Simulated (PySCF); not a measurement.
**CH₂: from HF to coupled cluster and rigid scans**

How much do the numbers for CH₂ (triplet) hang on the method? All levels run at one geometry, the PBE0 minimum. Rigid scans about the minimum follow.

The runs use PySCF 2.14.0; several methods, basis C def2-TZVP, H def2-TZVP, no relativity, density fitting.

## 1. Starting geometry

3 atoms, charge 0, spin multiplicity 3.

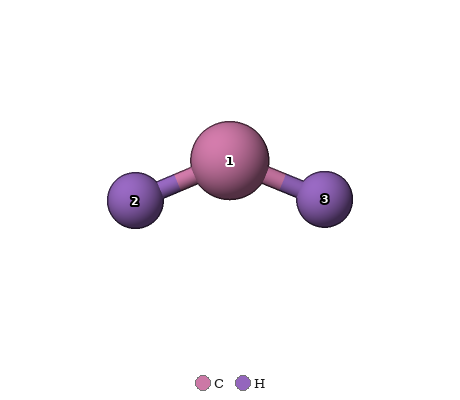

As it starts; carbon pink, hydrogen purple; atoms are numbered from 1 in the order of the file.

```xyz
3
charge 0 multiplicity 3
C     0.0000    0.0000   -0.0596
H     0.9960    0.0000    0.3551
H    -0.9960    0.0000    0.3551
```

## 2. PBE0

The steps are one call of a driver around PySCF; scf.py gives each level's set-up. Each SCF starts from the density of the minimum. The driver also runs the species with one electron less or more at the same geometry (one less: multiplicity 2, one more: multiplicity 2); their logs are not shown.

scf.py reads:

```python
from pyscf import gto, scf, dft
mol = gto.M(atom='''
C      0.000000    -0.000000    -0.059644
H      0.996035    -0.000000     0.355085
H     -0.996035     0.000000     0.355085''',
    basis={'C': 'def2-TZVP', 'H': 'def2-TZVP'},
    charge=0, spin=2)
mf = dft.UKS(mol, xc='PBE0')
mf.grids.atom_grid = (99, 590)
aux = {'C': 'def2-universal-JKFIT', 'H': 'def2-universal-JKFIT'}
mf = mf.density_fit(auxbasis=aux)
mf.kernel()
```

Standard output:

```text
init E= -39.1154908498335
[... the frontier-level lines of each cycle are left out ...]
cycle= 1 E= -39.1154908498389  delta_E= -5.43e-12  |g|= 4.4e-07  |ddm|= 2.38e-06
Extra cycle  E= -39.1154908498389  delta_E= 3.55e-14  |g|= 1.28e-07  |ddm|= 4.4e-07
converged SCF energy = -39.1154908498389  <S^2> = 2.0069484  2S+1 = 3.0046287
```

This level, with the species of one electron less or more, needed 2.2 s of wall time on 4 threads, shared host.

* energy: -39.115491 Eh
* one electron less (charge +1): -38.728621 Eh (doublet, ⟨S²⟩ 0.75)
* one electron more (charge -1): -39.103026 Eh (doublet, ⟨S²⟩ 0.75)
* Mulliken charge of C1: -0.33 e

## 3. CCSD(T)

scf.py, as its differences from that of step 2:

```diff
@@ -8,2 +8 @@
-mf = dft.UKS(mol, xc='PBE0')
-mf.grids.atom_grid = (99, 590)
+mf = scf.UHF(mol)
@@ -12,0 +12,3 @@
+from pyscf import cc
+mycc = cc.CCSD(mf, frozen=1).run()
+mycc.ccsd_t()
```

Standard output:

```text
init E= -38.9343626470111
[... the frontier-level lines of each cycle are left out ...]
cycle= 1 E= -38.9376444576834  delta_E= -0.00328  |g|= 0.0188  |ddm|= 0.0572
cycle= 2 E= -38.9379585855474  delta_E= -0.000314  |g|= 0.00801  |ddm|= 0.0183
cycle= 3 E= -38.9380491950236  delta_E= -9.06e-05  |g|= 0.00352  |ddm|= 0.0101
cycle= 4 E= -38.9380705482131  delta_E= -2.14e-05  |g|= 0.00138  |ddm|= 0.00569
cycle= 5 E= -38.9380740242482  delta_E= -3.48e-06  |g|= 0.000374  |ddm|= 0.00263
cycle= 6 E= -38.9380742853227  delta_E= -2.61e-07  |g|= 8.39e-05  |ddm|= 0.000905
cycle= 7 E= -38.9380743004632  delta_E= -1.51e-08  |g|= 2.75e-05  |ddm|= 0.000268
cycle= 8 E= -38.9380743019608  delta_E= -1.5e-09  |g|= 4.1e-06  |ddm|= 7.44e-05
cycle= 9 E= -38.9380743019841  delta_E= -2.33e-11  |g|= 7.01e-07  |ddm|= 9.52e-06
Extra cycle  E= -38.9380743019846  delta_E= -5.76e-13  |g|= 3.19e-07  |ddm|= 1.03e-06
converged SCF energy = -38.9380743019846  <S^2> = 2.0166991  2S+1 = 3.0111121
CCSD nocc = (np.int64(4), np.int64(2)), nmo = (42, 42)
Init t2, MP2 energy = -0.11242541002408
UCCSD converged
E(UCCSD) = -39.07052994223825  E_corr = -0.1324556402536222
UCCSD(T) correction = -0.00316684795097305
```

This level, with the species of one electron less or more, took 13 s.

```
energy                                                              : -39.073697 Eh
one electron less (charge +1)                                       : -38.694129 Eh (doublet, ⟨S²⟩ 0.75)
one electron more (charge -1)                                       : -39.056787 Eh (doublet, ⟨S²⟩ 0.76)
MP2 correlation in its own fitting basis (same spin, opposite spin) : -0.11230 Eh (-0.02611, -0.08618)
CCSD, (T)                                                           : -0.13246, -0.00317 Eh; T1 0.011, D1 0.030
```

## 4. HF

scf.py, as its differences from that of step 3:

```diff
@@ -12,3 +11,0 @@
-from pyscf import cc
-mycc = cc.CCSD(mf, frozen=1).run()
-mycc.ccsd_t()
```

The SCF cycles repeat those of step 3.

This level, with the species of one electron less or more, took under 0.5 s.

```
energy                        : -38.938074 Eh
one electron less (charge +1) : -38.581580 Eh (doublet, ⟨S²⟩ 0.75)
one electron more (charge -1) : -38.872100 Eh (doublet, ⟨S²⟩ 0.76)
Mulliken charge of C1         : -0.30 e
```

## 5. PBE

scf.py, as its differences from that of step 4:

```diff
@@ -8 +8,2 @@
-mf = scf.UHF(mol)
+mf = dft.UKS(mol, xc='PBE')
+mf.grids.atom_grid = (99, 590)
```

Standard output:

```text
init E= -39.1041111238202
[... the frontier-level lines of each cycle are left out ...]
cycle= 1 E= -39.1046211359399  delta_E= -0.00051  |g|= 0.00216  |ddm|= 0.0424
cycle= 2 E= -39.1046232000089  delta_E= -2.06e-06  |g|= 0.00146  |ddm|= 0.00309
cycle= 3 E= -39.1046243517063  delta_E= -1.15e-06  |g|= 0.000609  |ddm|= 0.00175
cycle= 4 E= -39.1046245570056  delta_E= -2.05e-07  |g|= 7.33e-05  |ddm|= 0.000455
cycle= 5 E= -39.1046245608548  delta_E= -3.85e-09  |g|= 2.69e-05  |ddm|= 7.82e-05
cycle= 6 E= -39.1046245613835  delta_E= -5.29e-10  |g|= 3.56e-06  |ddm|= 2.61e-05
Extra cycle  E= -39.1046245613915  delta_E= -8e-12  |g|= 1.71e-06  |ddm|= 4.2e-06
converged SCF energy = -39.1046245613915  <S^2> = 2.0057167  2S+1 = 3.0038087
```

This level, with the species of one electron less or more, took 4.3 s.

```
energy                        : -39.104625 Eh
one electron less (charge +1) : -38.716347 Eh (doublet, ⟨S²⟩ 0.75)
one electron more (charge -1) : -39.097364 Eh (doublet, ⟨S²⟩ 0.75)
Mulliken charge of C1         : -0.31 e
```

## 6. r2SCAN

scf.py, as its differences from that of step 5:

```diff
@@ -8 +8 @@
-mf = dft.UKS(mol, xc='PBE')
+mf = dft.UKS(mol, xc='R2SCAN')
```

Standard output:

```text
init E= -39.1451650516562
[... the frontier-level lines of each cycle are left out ...]
cycle= 1 E= -39.1454860244321  delta_E= -0.000321  |g|= 0.00404  |ddm|= 0.0402
cycle= 2 E= -39.1454970819664  delta_E= -1.11e-05  |g|= 0.00254  |ddm|= 0.00576
cycle= 3 E= -39.1455006868335  delta_E= -3.6e-06  |g|= 0.000904  |ddm|= 0.00233
cycle= 4 E= -39.1455013142192  delta_E= -6.27e-07  |g|= 0.000152  |ddm|= 0.00103
cycle= 5 E= -39.1455013350217  delta_E= -2.08e-08  |g|= 4.84e-05  |ddm|= 0.000177
cycle= 6 E= -39.145501336901  delta_E= -1.88e-09  |g|= 6.27e-06  |ddm|= 5.97e-05
cycle= 7 E= -39.1455013369384  delta_E= -3.74e-11  |g|= 7.66e-07  |ddm|= 9.86e-06
Extra cycle  E= -39.145501336939  delta_E= -6.32e-13  |g|= 2.67e-07  |ddm|= 1.62e-06
converged SCF energy = -39.145501336939  <S^2> = 2.0101066  2S+1 = 3.0067302
```

This level, with the species of one electron less or more, needed 8 s of wall time on 4 threads, shared host.

- energy: -39.145501 Eh
- one electron less (charge +1): -38.754081 Eh (doublet, ⟨S²⟩ 0.75)
- one electron more (charge -1): -39.132094 Eh (doublet, ⟨S²⟩ 0.76)
- Mulliken charge of C1: -0.31 e

## 7. B3LYP

scf.py, as its differences from that of step 6:

```diff
@@ -8 +8 @@
-mf = dft.UKS(mol, xc='R2SCAN')
+mf = dft.UKS(mol, xc='B3LYP')
```

Standard output:

```text
init E= -39.1686243197874
[... the frontier-level lines of each cycle are left out ...]
cycle= 1 E= -39.1691972292378  delta_E= -0.000573  |g|= 0.00437  |ddm|= 0.0498
cycle= 2 E= -39.1692045389006  delta_E= -7.31e-06  |g|= 0.00291  |ddm|= 0.00676
cycle= 3 E= -39.1692090834537  delta_E= -4.54e-06  |g|= 0.000644  |ddm|= 0.00248
cycle= 4 E= -39.1692093989827  delta_E= -3.16e-07  |g|= 0.000117  |ddm|= 0.000803
cycle= 5 E= -39.1692094110104  delta_E= -1.2e-08  |g|= 3e-05  |ddm|= 0.000132
cycle= 6 E= -39.1692094118364  delta_E= -8.26e-10  |g|= 4.7e-06  |ddm|= 3.53e-05
Extra cycle  E= -39.1692094118589  delta_E= -2.25e-11  |g|= 2.27e-06  |ddm|= 5.78e-06
converged SCF energy = -39.1692094118589  <S^2> = 2.005396  2S+1 = 3.0035952
```

This level, with the species of one electron less or more, took 4.3 s.

| Quantity | Value |
| --- | --- |
| energy | -39.169209 Eh |
| one electron less (charge +1) | -38.785505 Eh (doublet, ⟨S²⟩ 0.75) |
| one electron more (charge -1) | -39.164487 Eh (doublet, ⟨S²⟩ 0.75) |
| Mulliken charge of C1 | -0.30 e |

## 8. TPSSh

scf.py, as its differences from that of step 7:

```diff
@@ -8 +8 @@
-mf = dft.UKS(mol, xc='B3LYP')
+mf = dft.UKS(mol, xc='TPSSH')
```

Standard output:

```text
init E= -39.1769677590061
[... the frontier-level lines of each cycle are left out ...]
cycle= 1 E= -39.1772794070401  delta_E= -0.000312  |g|= 0.0038  |ddm|= 0.0248
cycle= 2 E= -39.1772851311792  delta_E= -5.72e-06  |g|= 0.000876  |ddm|= 0.00382
cycle= 3 E= -39.1772855340195  delta_E= -4.03e-07  |g|= 0.000542  |ddm|= 0.00107
cycle= 4 E= -39.1772857000913  delta_E= -1.66e-07  |g|= 0.000147  |ddm|= 0.000533
cycle= 5 E= -39.1772857144332  delta_E= -1.43e-08  |g|= 3.11e-05  |ddm|= 0.000129
cycle= 6 E= -39.1772857152404  delta_E= -8.07e-10  |g|= 9.16e-06  |ddm|= 3.17e-05
Extra cycle  E= -39.1772857153108  delta_E= -7.03e-11  |g|= 3.87e-06  |ddm|= 9.31e-06
converged SCF energy = -39.1772857153108  <S^2> = 2.0073469  2S+1 = 3.004894
```

This level, with the species of one electron less or more, took 9 s.

- energy: -39.177286 Eh
- one electron less (charge +1): -38.792813 Eh (doublet, ⟨S²⟩ 0.75)
- one electron more (charge -1): -39.161718 Eh (doublet, ⟨S²⟩ 0.75)
- Mulliken charge of C1: -0.33 e

## 9. wB97X

scf.py, as its differences from that of step 8:

```diff
@@ -8 +8 @@
-mf = dft.UKS(mol, xc='TPSSH')
+mf = dft.UKS(mol, xc='WB97X')
```

Standard output:

```text
init E= -39.1498044347512
[... the frontier-level lines of each cycle are left out ...]
cycle= 1 E= -39.1506672812541  delta_E= -0.000863  |g|= 0.00678  |ddm|= 0.0414
cycle= 2 E= -39.1507218367184  delta_E= -5.46e-05  |g|= 0.0023  |ddm|= 0.0153
cycle= 3 E= -39.1507305600725  delta_E= -8.72e-06  |g|= 0.000538  |ddm|= 0.00771
cycle= 4 E= -39.1507309484629  delta_E= -3.88e-07  |g|= 0.000184  |ddm|= 0.00139
cycle= 5 E= -39.1507309832354  delta_E= -3.48e-08  |g|= 5.35e-05  |ddm|= 0.00026
cycle= 6 E= -39.1507309877399  delta_E= -4.5e-09  |g|= 1.38e-05  |ddm|= 0.000133
cycle= 7 E= -39.1507309880416  delta_E= -3.02e-10  |g|= 2.68e-06  |ddm|= 3.86e-05
Extra cycle  E= -39.1507309880517  delta_E= -1.01e-11  |g|= 1.1e-06  |ddm|= 5.78e-06
converged SCF energy = -39.1507309880517  <S^2> = 2.0069654  2S+1 = 3.00464
```

This level, with the species of one electron less or more, took 5.2 s.

| Quantity | Value |
| --- | --- |
| energy | -39.150731 Eh |
| one electron less (charge +1) | -38.771087 Eh (doublet, ⟨S²⟩ 0.75) |
| one electron more (charge -1) | -39.142332 Eh (doublet, ⟨S²⟩ 0.76) |
| Mulliken charge of C1 | -0.32 e |

## 10. CAM-B3LYP

scf.py, as its differences from that of step 9:

```diff
@@ -8 +8 @@
-mf = dft.UKS(mol, xc='WB97X')
+mf = dft.UKS(mol, xc='CAMB3LYP')
```

Standard output:

```text
init E= -39.1399210712247
[... the frontier-level lines of each cycle are left out ...]
cycle= 1 E= -39.140560122282  delta_E= -0.000639  |g|= 0.00544  |ddm|= 0.0506
cycle= 2 E= -39.1405806113428  delta_E= -2.05e-05  |g|= 0.0024  |ddm|= 0.00879
cycle= 3 E= -39.1405838394021  delta_E= -3.23e-06  |g|= 0.000829  |ddm|= 0.00216
cycle= 4 E= -39.1405844191399  delta_E= -5.8e-07  |g|= 0.000147  |ddm|= 0.00106
cycle= 5 E= -39.1405844506877  delta_E= -3.15e-08  |g|= 3.17e-05  |ddm|= 0.000243
cycle= 6 E= -39.1405844519266  delta_E= -1.24e-09  |g|= 7.4e-06  |ddm|= 3.95e-05
cycle= 7 E= -39.1405844520065  delta_E= -7.99e-11  |g|= 1.14e-06  |ddm|= 1.24e-05
Extra cycle  E= -39.1405844520083  delta_E= -1.82e-12  |g|= 5.03e-07  |ddm|= 1.84e-06
converged SCF energy = -39.1405844520083  <S^2> = 2.0053363  2S+1 = 3.0035554
```

This level, with the species of one electron less or more, needed 5.4 s of wall time on 4 threads, shared host.

| Quantity | Value |
| --- | --- |
| energy | -39.140584 Eh |
| one electron less (charge +1) | -38.756193 Eh (doublet, ⟨S²⟩ 0.75) |
| one electron more (charge -1) | -39.134655 Eh (doublet, ⟨S²⟩ 0.75) |
| Mulliken charge of C1 | -0.32 e |

## 11. The ladder

| level | atomisation energy (kJ/mol) | vertical ionisation energy (eV) | vertical electron affinity (eV) | −ε(HOMO) (eV) | gap (eV) | dipole (D) | wall time |
| --- | --- | --- | --- | --- | --- | --- | --- |
| PBE0 | 809 | 10.53 | -0.34 | 7.17 | 5.36 | 0.64 | 2.2 s |
| CCSD(T) | 768 | 10.33 | -0.46 | – | – | – | 13 s |
| HF | 646 | 9.70 | -1.80 | 11.14 | 13.95 | 0.59 | under 0.5 s |
| PBE | 812 | 10.57 | -0.20 | 5.69 | 2.50 | 0.64 | 4.3 s |
| r2SCAN | 821 | 10.65 | -0.36 | 6.17 | 3.92 | 0.61 | 8 s |
| B3LYP | 802 | 10.44 | -0.13 | 6.78 | 4.24 | 0.65 | 4.3 s |
| TPSSh | 828 | 10.46 | -0.42 | 6.38 | 4.06 | 0.64 | 9 s |
| wB97X | 793 | 10.33 | -0.23 | 9.52 | 9.43 | 0.67 | 5.2 s |
| CAM-B3LYP | 803 | 10.46 | -0.16 | 8.52 | 7.45 | 0.67 | 5.4 s |

Times are for 4 threads, shared host; PBE0 starts from its own converged density, so its time is not comparable. A dash stands where a species or a free atom was not run at that level, or the quantity is not defined.

Atomisation goes to high-spin atoms in their ground configurations, run at the same level, without zero-point energy.

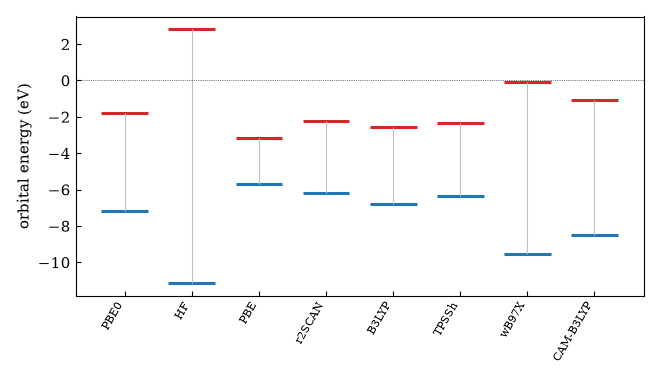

Highest occupied (blue) and lowest empty (red) levels by method.

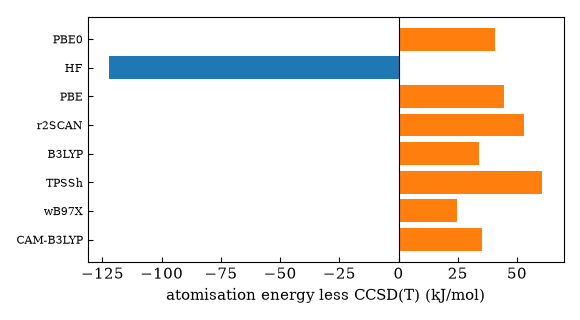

Deviation of the atomisation energy from CCSD(T).

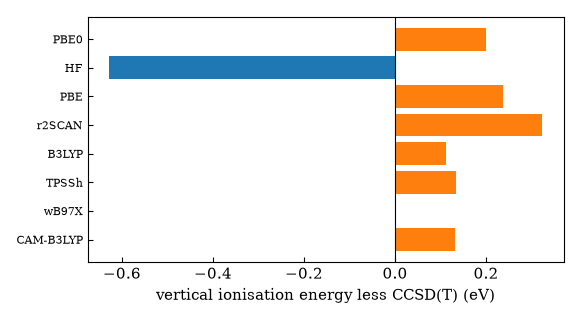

Deviation of the vertical ionisation energy from CCSD(T).

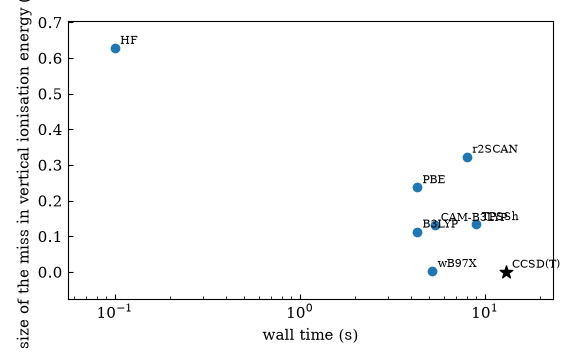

Cost against accuracy: time of each level and its distance from CCSD(T) in the vertical ionisation energy.

## 12. Breathing scan

A rigid scan with PBE0: all bonds to the central atom are scaled together. Each point starts from its neighbour's orbitals, and energies count from the minimum.

| scale of all bonds to the centre | energy (kJ/mol) | dipole size (D) | ⟨S²⟩ |
| --- | --- | --- | --- |
| 0.88 | 75.6 | 0.61 | 2.01 |
| 0.92 | 30.7 | 0.62 | 2.01 |
| 0.96 | 7.0 | 0.63 | 2.01 |
| 1.00 | 0.0 | 0.64 | 2.01 |
| 1.04 | 6.0 | 0.65 | 2.01 |
| 1.08 | 22.0 | 0.66 | 2.01 |
| 1.14 | 60.0 | 0.66 | 2.01 |
| 1.22 | 127.6 | 0.66 | 2.01 |
| 1.35 | 256.0 | 0.63 | 2.01 |

The scan took 6.6 s.

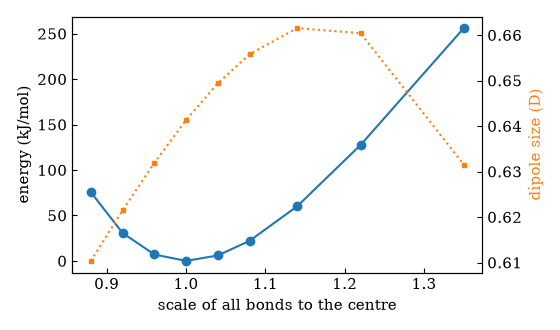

Energy (circles) and dipole moment (squares) along the scan.

## 13. Stretching one bond

A rigid scan with PBE0: the bond from C to the last atom (H) is scaled and the rest held.

| scale of one bond | energy (kJ/mol) | dipole size (D) | ⟨S²⟩ |
| --- | --- | --- | --- |
| 0.92 | 15.6 | 0.63 | 2.01 |
| 0.96 | 3.6 | 0.64 | 2.01 |
| 1.00 | 0.0 | 0.64 | 2.01 |
| 1.05 | 4.7 | 0.65 | 2.01 |
| 1.12 | 23.4 | 0.65 | 2.01 |
| 1.20 | 56.2 | 0.65 | 2.01 |
| 1.35 | 133.0 | 0.65 | 2.01 |
| 1.55 | 240.8 | 0.65 | 2.01 |
| 1.80 | 357.1 | 0.79 | 2.03 |
| 2.20 | 439.6 | 1.20 | 2.22 |

The scan took 8.8 s.

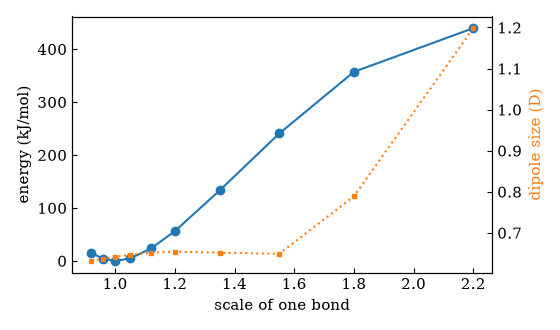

Energy (circles) and dipole moment (squares) along the scan.

## 14. Bending curve

A rigid scan with PBE0: the H–C–H angle changes, with bonds held.

| bond angle (°) | energy (kJ/mol) | dipole size (D) | ⟨S²⟩ |
| --- | --- | --- | --- |
| 80 | 148.1 | 0.83 | 2.01 |
| 90 | 93.2 | 0.79 | 2.01 |
| 100 | 52.7 | 0.77 | 2.01 |
| 110 | 24.8 | 0.74 | 2.01 |
| 120 | 8.1 | 0.71 | 2.01 |
| 130 | 0.8 | 0.67 | 2.01 |
| 140 | 0.8 | 0.60 | 2.01 |
| 150 | 5.7 | 0.51 | 2.01 |
| 160 | 12.6 | 0.38 | 2.01 |
| 170 | 18.5 | 0.20 | 2.01 |
| 180 | 20.7 | 0.00 | 2.01 |

The scan needed 8.5 s of wall time on 4 threads, shared host.

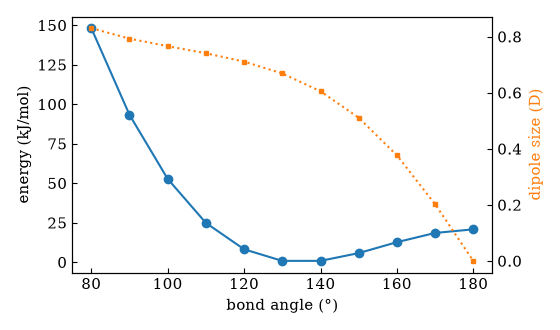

Energy (circles) and dipole moment (squares) along the scan.

## 15. Bend–stretch map

A rigid scan with PBE0: rows scale both bonds, columns set the H–C–H angle.

Energy (kJ/mol):

| scale \ angle | 90 | 105 | 120 | 135 | 150 | 165 | 180 |
| --- | --- | --- | --- | --- | --- | --- | --- |
| 0.94 | 119.1 | 59.4 | 27.2 | 16.5 | 19.9 | 28.2 | 32.3 |
| 0.97 | 101.7 | 43.9 | 13.2 | 3.9 | 8.4 | 17.6 | 22.1 |
| 1.00 | 93.2 | 37.2 | 8.1 | 0.0 | 5.7 | 15.9 | 20.7 |
| 1.03 | 92.1 | 38.0 | 10.3 | 3.4 | 10.3 | 21.4 | 26.7 |
| 1.06 | 97.2 | 44.8 | 18.6 | 12.9 | 20.9 | 33.0 | 38.8 |
| 1.10 | 111.8 | 61.7 | 37.3 | 33.2 | 42.6 | 56.1 | 62.4 |

The map took 33 s.

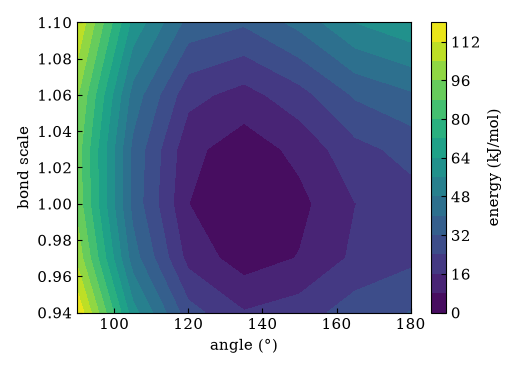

The map as contours.

Best bond scale on the grid: 1.03 at 90°, 1.00 at 105°, 1.00 at 120°, 1.00 at 135°, 1.00 at 150°, 1.00 at 165°, 1.00 at 180°.

## 16. Map over both bonds

A rigid scan with PBE0: rows scale the first bond (C–H), columns the second (C–H).

Energy (kJ/mol):

| scale \ scale | 0.94 | 0.97 | 1.00 | 1.04 | 1.09 | 1.15 |
| --- | --- | --- | --- | --- | --- | --- |
| 0.94 | 16.5 | 10.2 | 8.4 | 11.6 | 22.7 | 43.6 |
| 0.97 | 10.2 | 3.9 | 2.0 | 5.1 | 16.1 | 36.9 |
| 1.00 | 8.4 | 2.0 | 0.0 | 3.0 | 14.0 | 34.6 |
| 1.04 | 11.6 | 5.1 | 3.0 | 6.0 | 16.7 | 37.2 |
| 1.09 | 22.7 | 16.1 | 14.0 | 16.7 | 27.3 | 47.6 |
| 1.15 | 43.6 | 36.9 | 34.6 | 37.2 | 47.6 | 67.6 |

The map took 24 s.

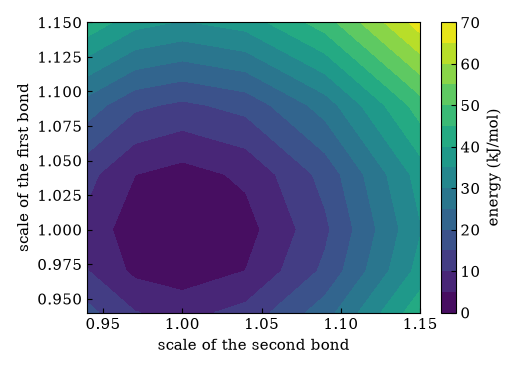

The map as contours.

## 17. Results

| quantity | value |
| --- | --- |
| atomisation energy, CCSD(T) in this basis | 768 kJ/mol |
| vertical ionisation energy, CCSD(T) | 10.33 eV |
| vertical electron affinity | negative in this basis |
| orbital gap, range | 2.50 (PBE) to 13.95 (HF) eV |
| T1, D1 | 0.011, 0.030 |
| T1, D1 of the cation | 0.008, 0.021 |
| T1, D1 of the anion | 0.010, 0.022 |
| all bonds 4 % longer | 6.0 kJ/mol |
| one bond 20 % longer | 56.2 kJ/mol |
| linear shape, bonds held | 20.7 kJ/mol |

The functionals' atomisation energies stand +25 kJ/mol (wB97X) to +61 kJ/mol (TPSSh) from CCSD(T); much of that can be the slow basis convergence of CCSD(T), which binds tens of kJ/mol more at its limit, so it ranks no functional. HF lacks the correlation that pairing electrons in bonds brings, so it binds too weakly, by 122 kJ/mol even against this CCSD(T). Against CCSD(T), the vertical ionisation energy is best met by wB97X (+0.00 eV) and worst by HF (-0.63 eV). wB97X costs 5.2 s against 13 s for CCSD(T), a factor of about 2.5, and lands within 0.00 eV. A negative electron affinity (at CCSD(T)) reflects the basis more than the molecule, so no ranking is made on it; without diffuse functions even a bound anion can come out this way. PBE's −ε(HOMO), 5.7 eV, falls 4.6 eV short of the ionisation energy, while its energy difference gives 10.6 eV. The well is lopsided, 7.0 kJ/mol for 4 % shorter bonds against 6.0 for 4 % longer ones. Held rigid otherwise, the linear shape costs 21 kJ/mol.
